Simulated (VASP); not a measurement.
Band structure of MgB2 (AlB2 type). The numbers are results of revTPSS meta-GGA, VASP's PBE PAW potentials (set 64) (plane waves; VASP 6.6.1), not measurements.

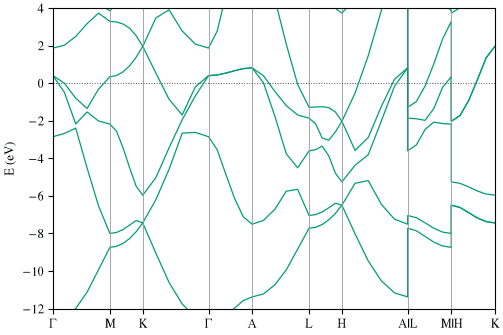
Bands along high-symmetry lines, zero at the valence-band maximum or, without a gap, the Fermi level

Q: Read the plot: is there a gap, and where are the band edges?

A: It has no gap at this level: it comes out as a metal or semimetal.

The compound is MgB2 in the AlB2 type structure. It was relaxed first.
